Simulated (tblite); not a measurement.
C₄H₆BrFGe (charge +1): frequency calculation

System: C₄H₆BrFGe, charge +1, multiplicity 2.
Method: GFN2-xTB harmonic vibrations, gas phase (tblite 0.8.0).

It belongs to a series of runs on one base structure; here: electron removed.

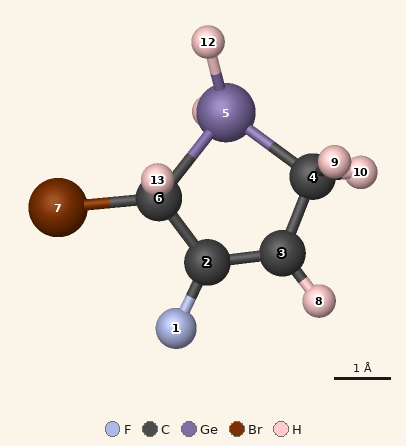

Fig. 1: The structure (ball-and-stick view, seen on its broad side; atoms are numbered from 1 in the order of the input). Sticks mark near contacts.

### Input
```
{"job": {"kind": "ir", "xc": "GFN2-xTB", "basis": "xTB"}, "charge": 1, "multiplicity": 2}
F      1.054586    -0.746492     2.282440
C      0.570672    -0.514577     1.078284
C     -0.533150    -1.155935     0.619544
C     -1.124029    -0.712167    -0.659814
Ge    -0.402544     1.140967    -0.920013
C      1.244622     0.478437     0.237970
Br     2.287490     1.791451     1.164184
H     -0.977317    -1.962184     1.187724
H     -0.847758    -1.389398    -1.477726
H     -2.216611    -0.760551    -0.613642
H     -1.077882     2.221298    -0.118713
H      0.148795     1.572099    -2.252719
H      1.868740     0.037539    -0.545247
```

The first line tells a small driver script what to run in tblite; the rest is the geometry in Å.

Machine: 1 CPU thread, shared host.

Launched with:
```bash
OMP_NUM_THREADS=1 python <driver script> task.json out
```

### Log
```
mode    cm-1     km/mol
  1      57.6      2.17
  2     103.0      1.85
  3     167.0      1.35
  4     212.2      4.99
  5     225.3      6.86
  6     316.5     28.83
  7     390.4     14.00
  8     448.5      0.28
  9     463.8      9.23
 10     479.1     11.68
 11     537.2     10.53
 12     566.0     29.35
 13     635.9     10.39
 14     671.1     43.66
 15     692.6     31.74
 16     754.2    106.75
 17     775.5      8.34
 18     893.7     43.77
 19     910.7     56.49
 20     996.6      4.50
 21    1031.9     33.38
 22    1105.7      1.46
 23    1174.5      6.40
 24    1199.9    102.10
 25    1279.0    128.35
 26    1338.0    176.09
 27    1523.6    222.91
 28    1942.5     23.54
 29    2022.4    184.82
 30    2875.1     15.40
 31    2882.9     12.81
 32    2935.0     42.91
 33    3071.8     31.75
```

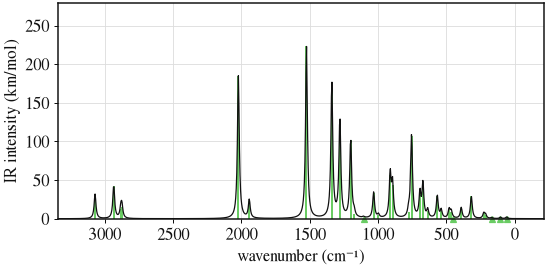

Fig. 2: Harmonic infrared spectrum, unscaled: sticks (degenerate modes added up, dark ones marked on the axis) with a Lorentzian envelope of 16 cm⁻¹ full width, scaled to the tallest stick. 33 modes from 58 to 3072 cm⁻¹, none imaginary. The strongest line is at 1524 cm⁻¹ (223 km/mol).

### Summary

```csv
quantity,value
outcome,converged
total energy,−593.8878 eV
zero-point energy,49.5760 kcal/mol
peak memory,0.18 GiB
```
